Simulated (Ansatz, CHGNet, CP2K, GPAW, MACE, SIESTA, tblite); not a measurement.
# CP2K on twisted Ti2CO2 MXene bilayer, 21.79° (70 atoms): settings against a plane-wave reference

How near does CP2K come to plane waves for twisted Ti2CO2 MXene bilayer, 21.79° (70 atoms)?

Program: CP2K 2026.2. Level of theory: the method is named at each step. Results are calculated unless marked as measured.

## (1) The starting structure

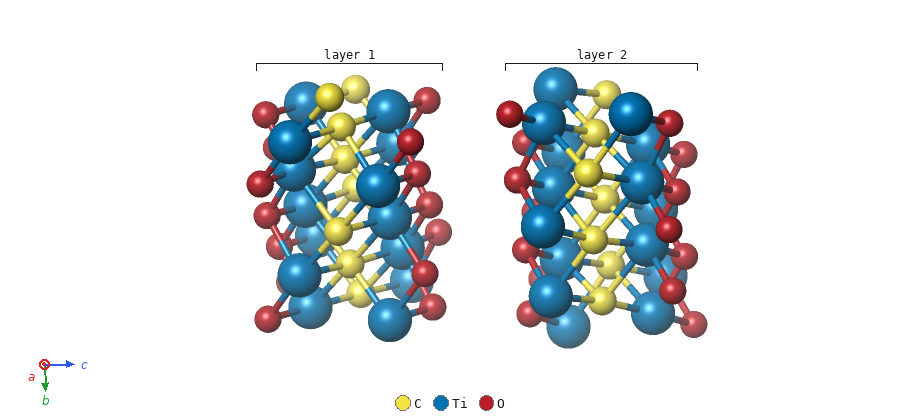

The cell as given, from the side, with the c axis across the page (carbon yellow, titanium blue, oxygen red). Some periodic images of atoms are drawn too.

The cell holds 70 atoms: 14 C, 28 Ti and 28 O. Cell: a = 8.017 Å, b = 8.017 Å, c = 25.740 Å, α = 90.0°, β = 90.0°, γ = 120.0°. It derives from Ti2CO2 (Ti2CO2 MXene). Ti2CO2 MXene (a = 3.03 Å) under Ti2CO2 MXene (a = 3.03 Å), bilayer, commensurate cell of 7 unit cells a layer, twist 21.79 deg; facing planes 2.86 Å apart; 14 Å of vacuum; layers as built, displaced by a Gaussian of 0.01 Å. Then every atom was moved at random, 0.05 Å r.m.s. a Cartesian component. Regions: layer 1, 35 atoms (7 C, 14 Ti and 14 O); layer 2, 35 atoms (7 C, 14 Ti and 14 O). Vacuum lies along c.

The yardstick, on the same geometry:

```
method                                           : Kohn-Sham DFT, PBE, PAW, plane waves (Ansatz 0.2.0); cutoff 420 eV, Γ point, fermi-dirac smearing of 0.05 eV; PAW set soft_2
r.m.s. force component                           : 0.7727 eV/Å
longest force                                    : 2.434 eV/Å
spacing of highest filled and lowest empty level : 0.3171 eV
SCF cycles                                       : 12
time                                             : 18 s on 4 threads of Arm Neoverse V2, shared host
CPU time                                         : 67 s
```

## (2) PBE, DZVP-UZH, 800/50 Ry, diagonalisation

Method: Kohn-Sham DFT, PBE, GTH-PBE pseudopotentials, Gaussian and plane waves, DZVP-MOLOPT (UZH set), diagonalisation.

input.inp

```
&GLOBAL
  PROJECT cell
  RUN_TYPE ENERGY_FORCE
  PRINT_LEVEL LOW
&END GLOBAL
&FORCE_EVAL
  METHOD QS
  &DFT
    BASIS_SET_FILE_NAME BASIS_MOLOPT_UZH
    POTENTIAL_FILE_NAME POTENTIAL_UZH
    &MGRID
      CUTOFF 800
      REL_CUTOFF 50
      NGRIDS 5
    &END MGRID
    &QS
      EPS_DEFAULT 1.0E-12
    &END QS
    &SCF
      SCF_GUESS ATOMIC
      EPS_SCF 1.0E-06
      MAX_SCF 200
      ADDED_MOS 45
      &DIAGONALIZATION
        ALGORITHM STANDARD
      &END DIAGONALIZATION
      &SMEAR ON
        METHOD FERMI_DIRAC
        ELECTRONIC_TEMPERATURE [K] 580
      &END SMEAR
      &MIXING
        METHOD BROYDEN_MIXING
        ALPHA 0.15
        NBROYDEN 8
      &END MIXING
      &PRINT
        &RESTART OFF
        &END RESTART
      &END PRINT
    &END SCF
    &XC
      &XC_FUNCTIONAL PBE
      &END XC_FUNCTIONAL
    &END XC
    &PRINT
      &MULLIKEN ON
      &END MULLIKEN
      &HIRSHFELD ON
        SHAPE_FUNCTION DENSITY
      &END HIRSHFELD
      &MO ON
        EIGENVALUES T
        OCCUPATION_NUMBERS T
        MO_INDEX_RANGE 269 292
        &EACH
          QS_SCF 0
        &END EACH
        ADD_LAST NUMERIC
      &END MO
    &END PRINT
  &END DFT
  &SUBSYS
    &CELL
      A 8.01660 0.00000 0.00000
      B -4.00830 6.94258 0.00000
      C 0.00000 0.00000 25.74000
    &END CELL
    &TOPOLOGY
      COORD_FILE_NAME structure.xyz
      COORD_FILE_FORMAT XYZ
    &END TOPOLOGY
    &KIND C
      BASIS_SET DZVP-MOLOPT-PBE-GTH-q4
      POTENTIAL GTH-PBE-q4
    &END KIND
    &KIND Ti
      BASIS_SET DZVP-MOLOPT-PBE-GTH-q12
      POTENTIAL GTH-PBE-q12
    &END KIND
    &KIND O
      BASIS_SET DZVP-MOLOPT-PBE-GTH-q6
      POTENTIAL GTH-PBE-q6
    &END KIND
  &END SUBSYS
  &PRINT
    &FORCES ON
    &END FORCES
  &END PRINT
&END FORCE_EVAL
```

structure.xyz

```xyz
70

C -0.00265 0.04804 9.21080
Ti 0.57523 1.59617 10.49986
Ti 1.76385 0.41315 7.94877
O 1.68790 0.31519 11.43551
O 0.63808 1.70850 6.98249
C -0.56830 2.89936 9.18120
Ti 0.00461 4.60578 10.57270
Ti 1.15327 3.36937 7.87052
O 1.11242 3.33445 11.45250
O -0.00028 4.57315 7.01235
C -1.12786 5.95771 9.25662
Ti 3.39816 0.57818 10.47644
Ti 0.54818 6.30470 7.95958
O 0.56341 6.29359 11.49497
O 3.40946 0.68815 6.93461
C 2.26064 1.99842 9.12174
Ti 2.85579 3.66311 10.46743
Ti 3.98028 2.24877 7.80643
O 4.03516 2.36145 11.37476
O 2.88217 3.60493 6.92535
C 1.69323 5.02428 9.21080
Ti 2.33932 6.61850 10.42161
Ti 3.46245 5.30427 7.91608
O 3.39872 5.24554 11.53255
O 2.33051 6.60323 6.90064
C 5.06749 0.98064 9.27181
Ti 5.84587 2.65332 10.40745
Ti 6.87965 1.37428 7.95829
O 6.84798 1.35859 11.43731
O 5.73263 2.61492 6.98970
C 4.52164 4.00552 9.14002
Ti -2.87920 5.64161 10.56962
Ti -1.72926 4.31384 7.93744
O -1.69587 4.20602 11.44735
O -2.88361 5.68549 7.03629
C -1.21163 5.12612 16.46227
Ti 0.15805 6.45861 17.82006
Ti 0.58862 4.89556 15.22521
O 0.51803 4.81676 18.76472
O 0.08149 6.49166 14.25687
C 0.63760 0.16572 16.53049
Ti 1.69034 1.55576 17.81980
Ti -1.64108 6.90509 15.21208
O -1.67908 6.83789 18.82830
O 1.72080 1.51619 14.28827
C 1.19151 3.15707 16.53306
Ti 2.32113 4.43034 17.84091
Ti 2.85676 2.77932 15.21054
O 2.87058 2.89200 18.76703
O 2.35155 4.58328 14.34593
C 1.70088 6.06851 16.49754
Ti 7.00839 0.53673 17.81749
Ti 3.44377 5.88731 15.17399
O 3.50357 5.72499 18.70268
O 6.86137 0.55312 14.30861
C 3.52438 1.18531 16.46356
[... 10 atom lines left out ...]
Ti -0.46484 3.49302 17.85018
Ti 0.01231 1.82819 15.22367
O -0.01094 1.89428 18.69754
O -0.53286 3.58015 14.34696
```

Command:

```console
> OMP_NUM_THREADS=2 cp2k.psmp -i input.inp > output.txt
```

Numbers of over 12 decimals in the logs are rounded to 6 here.

What it wrote:

```text
CP2K| version string:                                       CP2K version 2026.2
 CP2K| Input file name                                                 input.inp
 GLOBAL| Basis set file name                                    BASIS_MOLOPT_UZH
 GLOBAL| Potential file name                                       POTENTIAL_UZH
 GLOBAL| Run type                                                   ENERGY_FORCE
 GLOBAL| Total number of message passing processes                             1
 GLOBAL| Number of threads for this process                                    2
 TOTAL NUMBERS AND MAXIMUM NUMBERS
  Total number of            - Atomic kinds:                                   3
                             - Atoms:                                         70
                             - Shell sets:                                    70
                             - Shells:                                       434
                             - Primitive Cartesian functions:                378
                             - Cartesian basis functions:                   1456
                             - Spherical basis functions:                   1274
  Maximum angular momentum of- Orbital basis functions:                        3
                             - Local part of the GTH pseudopotential:          2
                             - Non-local part of the GTH pseudopotential:      3
 SCF PARAMETERS         Density guess:                                    ATOMIC
                        max_scf:                                             200
                        eps_scf:                                        1.00E-06
                        added MOs                                        45    0
                        Mixing method:                            BROYDEN_MIXING
                                                charge density mixing in g-space
                        Smear method:                                FERMI_DIRAC
                        Electronic temperature [K]:                        580.0
                        Electronic temperature [a.u.]:                  1.84E-03
                        Accuracy threshold:                             1.00E-10
 Extrapolation method: initial_guess
 Number of electrons:                                                        560
 Number of occupied orbitals:                                                280
 Number of molecular orbitals:                                               325
 Number of orbital functions:                                               1274
 Number of independent orbital functions:                                   1274
 SCF WAVEFUNCTION OPTIMIZATION
  Step     Update method      Time    Convergence         Total energy    Change
     1 NoMix/Diag. 0.15E+00   10.1     1.08061720     -2168.9573954435 -2.17E+03
     2 Broy./Diag. 0.15E+00   15.7     0.21178087     -2152.9668646385  1.60E+01
     3 Broy./Diag. 0.15E+00   15.9     0.30938799     -2157.7549695430 -4.79E+00
     4 Broy./Diag. 0.15E+00   15.9     0.16031346     -2151.5732294187  6.18E+00
[...]
35 Broy./Diag. 0.15E+00   16.2     0.00000217     -2157.5878615874 -8.05E-06
    36 Broy./Diag. 0.15E+00   16.4     0.00000078     -2157.5878305789  3.10E-05
  *** SCF run converged in    36 steps ***
  Electronic density on regular grids:       -559.9999999993        0.0000000007
  Core density on regular grids:              559.9999999998       -0.0000000002
  Total charge density on r-space grids:        0.0000000004
  Total charge density g-space grids:           0.0000000004
  Overlap energy of the core charge distribution:               5.17e-12
  Self energy of the core charge distribution:              -4335.341480
  Core Hamiltonian energy:                                   1142.737432
  Hartree energy:                                            1362.833092
  Exchange-correlation energy:                               -327.814955
  Electronic entropic energy:                                  -0.00191973
  Fermi energy:                                                 0.085816
  Total energy:                                             -2157.587831
  Total energy (extrapolated to T->0):                      -2157.586871
 MO| EIGENVALUES AND OCCUPATION NUMBERS
 MO|
 MO|  Index      Eigenvalue [a.u.]        Eigenvalue [eV]             Occupation
 MO|    269               0.003181               0.086565               2.000000
 MO|    270               0.003767               0.102497               2.000000
 MO|    271               0.005628               0.153144               2.000000
[...]
MO|    291               0.104619               2.846823               0.000072
 MO|    292               0.105359               2.866964               0.000048
 MO| Sum:                                                             560.000000
 MO| E(Fermi):            0.085816 a.u.          2.335166 eV
 !-----------------------------------------------------------------------------!
                     Mulliken Population Analysis
 #  Atom  Element  Kind  Atomic population                           Net charge
       1     C        1          4.247593                             -0.247593
       2     Ti       2         11.385484                              0.614516
       3     Ti       2         11.404369                              0.595631
[...]
69     O        3          6.431576                             -0.431576
      70     O        3          6.503765                             -0.503765
 # Total charge                            560.000000                  0.000000
 !-----------------------------------------------------------------------------!
 !-----------------------------------------------------------------------------!
                           Hirshfeld Charges
  #Atom  Element  Kind  Ref Charge     Population                    Net charge
      1       C      1       4.000          4.325                        -0.325
      2       Ti     2      12.000         11.588                         0.412
      3       Ti     2      12.000         11.598                         0.402
[...]
69       O      3       6.000          6.242                        -0.242
     70       O      3       6.000          6.260                        -0.260
  Total Charge                                                           -0.000
 !-----------------------------------------------------------------------------!
 ENERGY| Total FORCE_EVAL ( QS ) energy [hartree]          -2157.587825
 FORCES| Atomic forces [hartree/bohr]
 FORCES|   Atom     x               y               z               |f|
 FORCES|      1 -5.05561386E-03 -1.20626222E-02  1.53447290E-02   2.01625096E-02
 FORCES|      2  2.76092068E-03  1.59267330E-02  3.63937169E-04   1.61683629E-02
 FORCES|      3 -1.48116088E-02 -2.89401821E-03 -1.70452592E-02   2.27662021E-02
[...]
FORCES|     69  1.06579113E-02 -1.47455773E-02  3.18406995E-02   3.66722411E-02
 FORCES|     70 -2.43504138E-04 -1.98466928E-02 -1.50630427E-02   2.49167768E-02
 FORCES| Sum    -5.41903310E-05 -1.70660136E-04 -3.19794729E-04
 FORCES| Total atomic force                                       3.66510768E-04
```

It took 10 min on 2 threads of Arm Neoverse V2, shared host; peak memory 6.2 GiB; 19 min of CPU time.

Banners, paths, timers and routine set-up lines are dropped from the logs unmarked, and long logs keep their key lines alone; longer cuts are marked.

Numbers from this run, and their distance from the reference:

- r.m.s. force component: 0.7856 eV/Å
- r.m.s. difference of force components: 37.83 meV/Å
- longest difference of force vectors: 122.3 meV/Å
- force difference over r.m.s. force: 4.896 %
- slope of forces against the reference's: 1.016
- correlation of force components: 0.999

Length of the force difference by element (eV/Å):

```
element  atoms   mean   most
      C     14  0.012  0.018
      O     28  0.078   0.12
     Ti     28  0.061  0.098
```

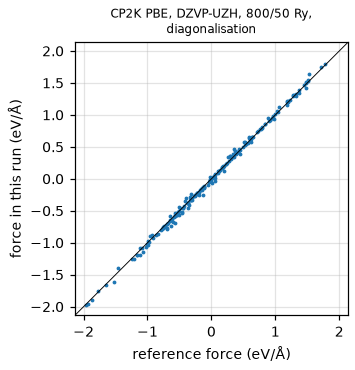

Force components against those of the reference; the line marks equality.

Local excerpt of 13 atoms (numbers count through the whole input) about O49, picked at random; x, y, z are measured from there.

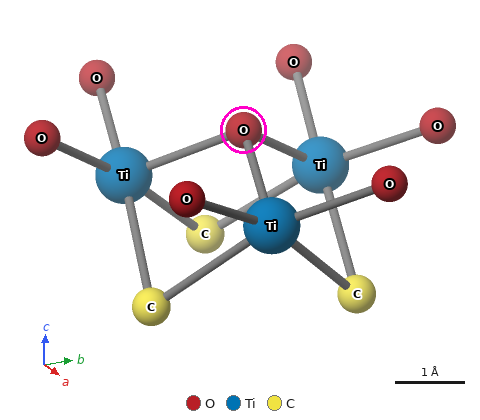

The atoms of the table, within 3.1 Å (arrows a, b, c point along x, y, z); some may hide others; the central atom is ringed.

```
atom      x      y      z  distance (Å)  bonds  Hirshfeld charge (e)     Fx     Fy  Fz (eV/Å)
 O49   0.00   0.00   0.00          0.00      3                 -0.25   0.16  -0.86       0.58
Ti47  -0.55   1.54  -0.93          1.88      6                  0.41   1.22   1.31      -1.19
Ti57   1.71  -0.33  -0.85          1.94      6                  0.45   1.21  -0.27      -1.14
Ti42  -1.18  -1.34  -0.95          2.02      6                  0.41   1.55  -1.25      -0.51
 C46  -1.68   0.27  -2.23          2.81      6                 -0.33  -0.57  -0.12       0.53
 O54   0.63   2.83  -0.06          2.90      3                 -0.27  -0.66   1.05       0.39
 C61   1.20   1.35  -2.30          2.92      6                 -0.30  -0.99  -1.26       1.20
 C56   0.65  -1.71  -2.30          2.94      6                 -0.32  -0.92   0.46       0.91
 O64   2.85   1.00   0.03          3.02      3                 -0.25   0.20  -1.06       0.35
 O39  -2.35   1.92   0.00          3.04      3                 -0.25   0.66   0.42       0.36
 O44  -0.54  -3.00   0.06          3.05      3                 -0.27  -0.17   0.18      -0.97
 O69  -2.88  -1.00  -0.07          3.05      3                 -0.24   0.55  -0.76       1.64
 O59   2.38  -2.04   0.01          3.14      3                 -0.27  -0.56   0.25      -0.54
```

Forces lie 4.9 % from the reference's, at 17 times its CPU time (on 2 against 4 cores).

Mean charges by element (e), by run and scheme:

```
                                           run     scheme      C     Ti      O
                                     reference     Löwdin  -0.90  +1.13  -0.61
CP2K PBE, DZVP-UZH, 800/50 Ry, diagonalisation   Mulliken  -0.26  +0.63  -0.50
CP2K PBE, DZVP-UZH, 800/50 Ry, diagonalisation  Hirshfeld  -0.32  +0.41  -0.25
```

The reference's Löwdin charges lack the electrons that the projection spills, 0.029 e an atom on average.

## (3) What came out

```yaml
force_difference_from_the_reference: CP2K PBE, DZVP-UZH, 800/50 Ry, diagonalisation, 4.9 %
its_cpu_time: 19 min
```

The PBE run in local orbitals differs by 4.9 % (CP2K PBE, DZVP-UZH, 800/50 Ry, diagonalisation); basis, grid and potentials can all enter. Charges hang on scheme and program or settings: among these rows the mean for Ti runs from +0.41 to +1.13 e. The reference's PBE has no dispersion term, which matters for the binding between molecules or layers. The runs have no spin polarisation, so moments on Ti can't form, and no Hubbard term. The electronic-structure runs sample only Γ, in a cell whose shortest periodic width is 7 Å.

[Also dropped from logs without a mark: logging warnings of Python, and SIESTA's first energy breakdown and zero terms.]

[Logs are printed without paths, hosts, clocks, repeated set-up lines and the standing remarks that a program may print on its own settings, such as how far it seeks lower states.]

[Hosts, paths, dates, database ids (printed as entryN), source tags and the programs' standing remarks are cut or masked in the printed files.]
